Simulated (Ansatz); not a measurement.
B6P: pressure series

The parent structure is B₆P (space group R-3m, No. 166; a cell from a computed database, its experimental status unchecked).

```
CELL_PARAMETERS angstrom
      2.98479     1.72327     3.92962
     -2.98479     1.72327     3.92962
      0.00000    -3.44654     3.92962
ATOMIC_POSITIONS crystal
  B  0.18382 0.71753 0.18382
  B  0.81618 0.28247 0.81618
  B  0.18382 0.18382 0.71753
  B  0.81618 0.81618 0.28247
  B  0.71753 0.18382 0.18382
  B  0.28247 0.81618 0.81618
  B  0.01325 0.32622 0.01325
  B  0.98675 0.67378 0.98675
  B  0.01325 0.01325 0.32622
  B  0.98675 0.98675 0.67378
  B  0.32622 0.01325 0.01325
  B  0.67378 0.98675 0.98675
  P  0.40506 0.40506 0.40506
  P  0.59494 0.59494 0.59494
```

Cell and atoms are relaxed at each pressure.

Calculations: PBEsol, PAW, 420 eV (Ansatz, a program for electronic structure; no SOC).

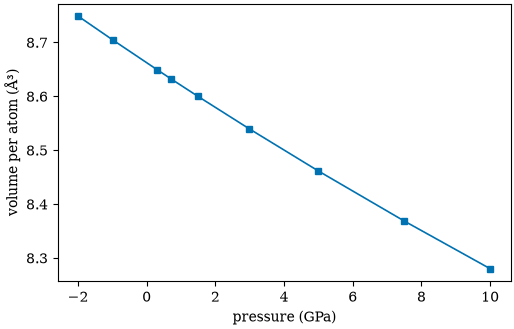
Volume against pressure

Q: Estimate the zero-pressure bulk modulus from the plot.

A: About 200 GPa; a third-order Birch–Murnaghan fit to the points gives V₀ = 8.66 Å³/atom, B₀ = 204 GPa and B₀′ = 3.6.

Load acts through the strain it causes; cell and atoms are relaxed under it. Stability against distortions was not tested. No other phases were tried under pressure.
